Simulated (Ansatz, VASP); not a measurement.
# Cross-check of SrO between VASP and Ansatz, part 2 of 2

Aim: how closely do two programs agree when they are given the same cell, functional and k mesh?  Valence electrons are named where the data sets of a main pair hold unlike numbers.

VASP 6.6.1 and Ansatz 0.2.0.

So far: The starting structure; Ansatz: band structure, r2SCAN-EpsX with an exact-exchange share of 0.263; VASP: band structure, r2SCAN-EpsX with an exact-exchange share of 0.263.

## (4) Differences

Known differences besides the potentials themselves: exact exchange at q = 0 is treated differently, which shows on coarse meshes; VASP keeps PBE cores, Ansatz makes them for the functional; the cutoff is 500 eV in Ansatz and 520 eV in VASP; VASP takes a coarser grid for exact exchange (PRECFOCK = Fast). Total energies have different zeros and are not compared.

The two programs side by side:

| quantity | Ansatz | VASP | difference |
| --- | --- | --- | --- |
| gap over the path points (eV) | 5.958 | 5.904 | +0.054 |

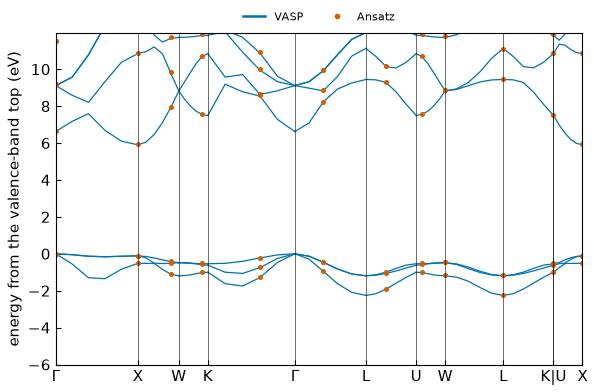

Bands from VASP (lines) and levels from Ansatz (dots). Dots without a line are higher empty bands that the VASP plot leaves out.

Levels at points of the path, from each program's valence-band top (eV; 3 filled, then empty):

| k (reciprocal lattice) | Ansatz | VASP |
| --- | --- | --- |
| 0.000 0.000 0.000 | 0.00 0.00 0.00 6.64 9.18 9.18 | 0.00 0.00 0.00 6.62 9.11 9.11 |
| 0.500 0.000 0.500 | -0.48 -0.10 -0.10 5.96 10.90 13.32 | -0.52 -0.11 -0.11 5.90 10.84 13.37 |
| 0.500 0.200 0.700 | -1.08 -0.48 -0.39 7.94 9.84 11.73 | -1.10 -0.52 -0.42 7.90 9.81 11.66 |
| 0.400 0.350 0.750 | -1.00 -0.57 -0.50 7.59 10.71 11.88 | -1.02 -0.59 -0.54 7.55 10.69 11.82 |
| 0.150 0.150 0.300 | -1.27 -0.73 -0.21 8.58 8.65 10.00 | -1.29 -0.75 -0.23 8.55 8.63 9.95 |
| 0.200 0.200 0.200 | -0.94 -0.45 -0.45 8.24 8.86 9.98 | -0.95 -0.46 -0.46 8.23 8.82 9.92 |
| 0.550 0.400 0.550 | -1.89 -1.04 -0.96 9.32 10.16 12.27 | -1.92 -1.07 -0.99 9.28 10.14 12.21 |
| 0.600 0.250 0.650 | -1.00 -0.57 -0.50 7.59 10.71 11.88 | -1.02 -0.59 -0.54 7.55 10.69 11.82 |
| 0.500 0.250 0.750 | -1.18 -0.45 -0.45 8.86 8.86 11.79 | -1.20 -0.48 -0.48 8.82 8.82 11.72 |
| 0.500 0.500 0.500 | -2.23 -1.16 -1.16 9.49 11.10 12.05 | -2.25 -1.19 -1.19 9.44 11.12 11.98 |

Among the levels compared at these points, filled levels agree within 38 meV and empty ones within 71 meV.

## (5) Ansatz: band structure, r2SCAN0

Levels along a path test the potential and the projectors away from the mesh points.

File input.yaml:

```yaml
crystal:
  lattice:
    - [0.0, 2.58066, 2.58066]
    - [2.58066, 0.0, 2.58066]
    - [2.58066, 2.58066, 0.0]
  atoms:
    - { symbol: Sr, position: [0.0, 0.0, 0.0] }
    - { symbol: O, position: [0.5, 0.5, 0.5] }
hamiltonian:
  xc: r2scan0
  pseudopotentials: { kind: paw }
kpoints:
  mp_grid: { grid: [5, 5, 5] }
  band_path:
    path:
      - [0.0, 0.0, 0.0]
      - [0.5, 0.0, 0.5]
      - [0.5, 0.2, 0.7]
      - [0.4, 0.35, 0.75]
      - [0.15, 0.15, 0.3]
      - [0.2, 0.2, 0.2]
      - [0.55, 0.4, 0.55]
      - [0.6, 0.25, 0.65]
      - [0.5, 0.25, 0.75]
      - [0.5, 0.5, 0.5]
      - [0.375, 0.375, 0.75]
      - [0.5, 0.0, 0.5]
    npoints: 1
scf:
  occupations: { method: gaussian, width: 0.02 }
  n_extra_bands: 7
output:
  forces: true
  stress: true
  eigenvalues: true
```

Started as:

```sh
> ansatz run input.yaml --threads 4 --pin off --max-ram 9216MiB --backend cpu --events-out ev --progress --plain --runs-dir out
```

Numbers of over 12 decimals in the logs are rounded to 6 here.

Output:

```text
[...]
Crystal: 2 atoms, lattice volume = 34.373 Å³
Basis set: ecut = 500 eV, 893 PW (Γ), exchange–correlation on 108×108×108 points (64 copies of the dense FFT grid, shifted against one another)
Bands: 15, of which v1, the nominal top of the filled ones, is band 8 counted from 1 (7 counted from 0)
Symmetry: 48 space group operations
[...]
k-points: 10 of 125
[...]
--- Band table (eV; the first three rows and the last of 10) ---
  k-point 0: bands = [... 4 lower, -8.7424, 6.1215, 6.1215, 6.1215, 12.6562, 15.1785, 15.1785, 15.1785, ... 3 higher]
  k-point 1: bands = [... 4 lower, -8.3699, 5.1879, 5.6775, 5.6775, 14.2545, 14.8690, 15.9774, 15.9774, ... 3 higher]
  k-point 2: bands = [... 4 lower, -7.9502, 4.0649, 5.0573, 5.0573, 15.2924, 16.7098, 17.6770, 17.6770, ... 3 higher]
  k-point 9: bands = [... 4 lower, -8.3966, 4.9008, 5.3905, 5.7202, 14.0926, 15.9370, 17.8863, 19.6022, ... 3 higher]
[key lines of the parts left out:]
Free energy (F): -4126.346498 eV
Fermi energy:    9.145469 eV
P = ⅓ Tr σ = -1.3654 GPa (-13.654 kbar)
```

Elapsed: 14 s, on 4 threads of Arm Neoverse V2, shared host; peak memory 0.73 GiB.

## (6) VASP: band structure, r2SCAN0

The same cell, functional, mesh and smearing now go to VASP, with its own data sets.

The run reads the wave functions of an earlier VASP run, which isn't shown here.

File INCAR:

```
SYSTEM = SrO
PREC = Accurate
ENCUT = 520
EDIFF = 1E-06
NELM = 100
ISMEAR = 0
SIGMA = 0.02
LREAL = .FALSE.
ALGO = Normal
LHFCALC = .TRUE.
AEXX = 0.25
METAGGA = R2SCAN
LASPH = .TRUE.
NBANDS = 14
PRECFOCK = Fast
HFRCUT = -1
LORBIT = 11
LWAVE = .FALSE.
LCHARG = .FALSE.
KPAR = 4
```

File POSCAR:

```
SrO
1.0
    0.0000000000      2.5806600000      2.5806600000
    2.5806600000      0.0000000000      2.5806600000
    2.5806600000      2.5806600000      0.0000000000
Sr O
1 1
Direct
    0.0000000000      0.0000000000      0.0000000000
    0.5000000000      0.5000000000      0.5000000000
```

File KPOINTS:

```
Automatic mesh
0
Gamma
5 5 5
0 0 0
```

File KPOINTS_OPT:

```
Line mode
6
Line-mode
Reciprocal
  0.00000000   0.00000000   0.00000000 GAMMA
  0.50000000   0.00000000   0.50000000 X

  0.50000000   0.00000000   0.50000000 X
  0.50000000   0.25000000   0.75000000 W

  0.50000000   0.25000000   0.75000000 W
  0.37500000   0.37500000   0.75000000 K

  0.37500000   0.37500000   0.75000000 K
  0.00000000   0.00000000   0.00000000 GAMMA

  0.00000000   0.00000000   0.00000000 GAMMA
  0.50000000   0.50000000   0.50000000 L

  0.50000000   0.50000000   0.50000000 L
  0.62500000   0.25000000   0.62500000 U

  0.62500000   0.25000000   0.62500000 U
  0.50000000   0.25000000   0.75000000 W

  0.50000000   0.25000000   0.75000000 W
  0.50000000   0.50000000   0.50000000 L

  0.50000000   0.50000000   0.50000000 L
  0.37500000   0.37500000   0.75000000 K

  0.62500000   0.25000000   0.62500000 U
  0.50000000   0.00000000   0.50000000 X
```

The projector-augmented-wave data sets are Sr_sv and O (PBE family, release 64).

Started as:

```sh
> mpirun -np 4 vasp_std
```

Output:

```text
[banner, memory and clock lines left out]
running    4 mpi-ranks, on    1 nodes
[...]
[... a notice as in an earlier step ...]

 LDA part: xc-table for (None), standard interpolation
 found WAVECAR, reading the header
 POSCAR, INCAR and KPOINTS ok, starting setup
[...]
HFRCUT set to (new)   10.085124
 reading WAVECAR
 the WAVECAR file was read successfully
 initial charge from wavefunction
 entering main loop
       N       E                     dE             d eps       ncg     rms          rms(c)
DAV:   1    -0.261472935023E+02   -0.26147E+02   -0.56036E-01   280   0.960E+00    0.388E+00
DAV:   2    -0.261419099833E+02    0.53835E-02   -0.60963E-02   352   0.235E+00    0.204E+00
DAV:   3    -0.261401764976E+02    0.17335E-02   -0.11535E-02   322   0.101E+00    0.998E-01
DAV:   4    -0.261397573243E+02    0.41917E-03   -0.13382E-03   304   0.351E-01    0.584E-01
[...]
DAV:   8    -0.261394426071E+02   -0.15164E-05   -0.90012E-06   330   0.325E-02    0.792E-02
DAV:   9    -0.261394437091E+02   -0.11020E-05   -0.27673E-06   322   0.183E-02    0.487E-02
DAV:  10    -0.261394444258E+02   -0.71666E-06   -0.96165E-07   176   0.110E-02
   1 F= -.26139444E+02 E0= -.26139444E+02  d E =-.510432E-48
 Start KPOINTS_OPT (optional k-point list driver)
k-point batch [1-10\60]
       N       E                     dE             ncg
DAV:   1    -0.983772993838E+03   -0.51441E+04      280
DAV:   2    -0.192569198284E+04   -0.94192E+03      372
DAV:   3    -0.199700500444E+04   -0.71313E+02      342
DAV:   4    -0.199848032494E+04   -0.14753E+01      392
DAV:   5    -0.199851207403E+04   -0.31749E-01      406
DAV:   6    -0.199851262291E+04   -0.54887E-03      380
DAV:   7    -0.199851263131E+04   -0.84016E-05      308
DAV:   8    -0.199851263148E+04   -0.17285E-06      212
[...]
k-point batch [51-60\60]
       N       E                     dE             ncg
DAV:   1    -0.108137656811E+04   -0.72650E+04      280
DAV:   2    -0.196235639899E+04   -0.88098E+03      360
DAV:   3    -0.202133500830E+04   -0.58979E+02      360
DAV:   4    -0.202280034643E+04   -0.14653E+01      452
DAV:   5    -0.202283482896E+04   -0.34483E-01      398
DAV:   6    -0.202283546488E+04   -0.63592E-03      408
DAV:   7    -0.202283548164E+04   -0.16761E-04      338
DAV:   8    -0.202283548202E+04   -0.38439E-06      268
```

Parts of OUTCAR (step 6):

```text
  FREE ENERGIE OF THE ION-ELECTRON SYSTEM (eV)
  ---------------------------------------------------
  free  energy   TOTEN  =       -26.1394444258 eV

  energy  without entropy=      -26.1394444258  energy(sigma->0) =      -26.13944443

[... 3 parts as in an earlier step ...]

[... 1 further part left out ...]
[key lines of the parts left out:]
E-fermi :   0.1309
```

## (7) Comparison

The two programs side by side:

| quantity | Ansatz | VASP | difference |
| --- | --- | --- | --- |
| gap over the path points (eV) | 5.849 | 5.796 | +0.054 |

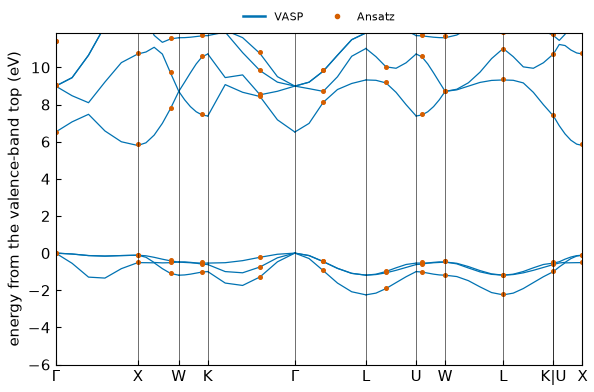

Bands from VASP (lines) and levels from Ansatz (dots). Dots without a line are higher empty bands that the VASP plot leaves out.

Levels at points of the path, from each program's valence-band top (eV; 3 filled, then empty):

| k (reciprocal lattice) | Ansatz | VASP |
| --- | --- | --- |
| 0.000 0.000 0.000 | 0.00 0.00 0.00 6.54 9.06 9.06 | 0.00 0.00 0.00 6.52 8.99 8.99 |
| 0.500 0.000 0.500 | -0.48 -0.10 -0.10 5.85 10.78 13.21 | -0.51 -0.11 -0.11 5.80 10.72 13.25 |
| 0.500 0.200 0.700 | -1.07 -0.48 -0.39 7.83 9.73 11.60 | -1.09 -0.52 -0.42 7.79 9.70 11.53 |
| 0.400 0.350 0.750 | -1.00 -0.57 -0.50 7.48 10.59 11.76 | -1.02 -0.59 -0.54 7.44 10.57 11.70 |
| 0.150 0.150 0.300 | -1.27 -0.73 -0.21 8.47 8.54 9.88 | -1.28 -0.75 -0.22 8.43 8.52 9.83 |
| 0.200 0.200 0.200 | -0.93 -0.44 -0.44 8.13 8.75 9.86 | -0.94 -0.46 -0.46 8.12 8.71 9.80 |
| 0.550 0.400 0.550 | -1.88 -1.03 -0.96 9.20 10.05 12.14 | -1.91 -1.06 -0.99 9.16 10.03 12.08 |
| 0.600 0.250 0.650 | -1.00 -0.57 -0.50 7.48 10.59 11.76 | -1.02 -0.59 -0.54 7.44 10.57 11.70 |
| 0.500 0.250 0.750 | -1.17 -0.45 -0.45 8.74 8.74 11.67 | -1.19 -0.48 -0.48 8.71 8.71 11.60 |
| 0.500 0.500 0.500 | -2.22 -1.16 -1.16 9.37 10.99 11.93 | -2.25 -1.19 -1.19 9.32 11.02 11.86 |

Among the levels compared at these points, filled levels agree within 37 meV and empty ones within 71 meV.

## (8) Summary of results

| Item | Value |
| --- | --- |
| largest difference of a filled level at the path points (band structure, r2SCAN-EpsX with an exact-exchange share of 0.263) | 38 meV |
| difference in gap over the path points (band structure, r2SCAN-EpsX with an exact-exchange share of 0.263) | 0.054 eV |
| largest difference of a filled level at the path points (band structure, r2SCAN0) | 37 meV |
| difference in gap over the path points (band structure, r2SCAN0) | 0.054 eV |

**Reading.** The difference in gap over the path points is 0.054 eV (band structure, r2SCAN-EpsX with an exact-exchange share of 0.263), within the 0.08 eV picked in this series as the mark of a large difference. How closely two codes agree says nothing of how well the functional describes the real material.

[Lines on the potential files, build, host, timing and source positions are cut from VASP's logs without a mark.]

[Logs are printed without paths, hosts, clocks, repeated set-up lines and the standing remarks that a program may print on its own settings, such as how far it seeks lower states.]

[Hosts, paths, dates, database ids (printed as entryN), source tags and the programs' standing remarks are cut or masked in the printed files.]
